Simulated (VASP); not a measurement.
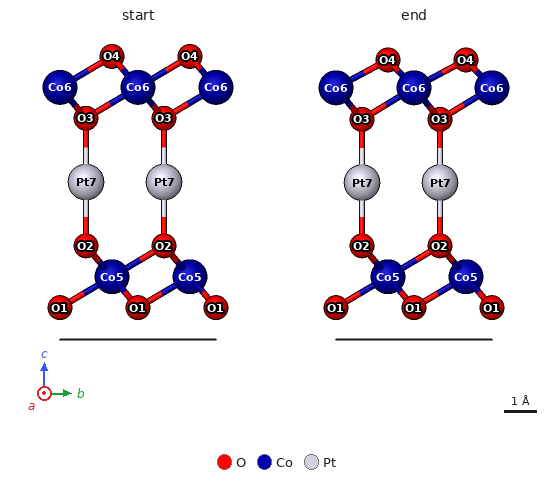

The structure of a slab of composition Co2PtO4 before (left) and after (right) a relaxation, at one scale.

Style: ball-and-stick. Shown: the 3 × 2 repeat of the cell, outlined in the plane, without the vacuum, along the a axis.

The run lets the atoms move in a fixed cell. 3 atoms are held fixed.

All numbers below come from Kohn-Sham DFT of a periodic cell, PBEsol with D3, VASP PAW PBE potentials, recommended in VASP.

Input
```
SYSTEM = Co2PtO4
ALGO = Normal ; DIPOL = 0.5 0.5 0.500
EDIFF = 1E-6 ; EDIFFG = -0.01
ENCUT = 520 ; GGA = PS
IBRION = 2 ; IDIPOL = 3
ISIF = 2 ; ISMEAR = -1
ISPIN = 2 ; IVDW = 11
LASPH = .True. ; LCHARG = .False.
LDIPOL = .True. ; LMAXMIX = 4
LORBIT = 11 ; LREAL = .False.
LWAVE = .False. ; MAGMOM = 0 0 0 0 2 2 0
NELM = 100 ; NSW = 60
PREC = Accurate ; SIGMA = 0.05
```

Launched with:
```bash
cat potpaw_PBE.64/O/POTCAR potpaw_PBE.64/Co/POTCAR potpaw_PBE.64/Pt/POTCAR > POTCAR
mpirun -np 1 vasp_std > vasp.out
```

Summarise the run.

After 12 geometry steps the energy has fallen by 79.4 meV per cell of the calculation. The largest force component goes from 1.6 to 1.6 eV/Å. The largest move is that of O4, 0.11 Å along the normal (−c). Largest moves by element: O 0.11 Å, Pt 0.02 Å, Co 0.01 Å. The lattice vectors keep their values. Near-neighbour distances that change, for instance: O4–Co6 1.897 → 1.850 Å, O2–Pt7 2.000 → 1.983 Å, O3–Co6 1.897 → 1.908 Å. Bond angles that change, for instance: Co6–O4–Co6 96.2° → 99.5°, O4–Co6–O4 96.2° → 99.5°, O3–Co6–O4 180.0° → 176.9°. It ran on 1 thread of Intel(R) Xeon(R) Platinum 8375C CPU @ 2.90GHz (Ice Lake), with other jobs on the host.

Limits of the set-up: only the magnetic order of this start and cell was tried (total moment 1.0 μB per cell).
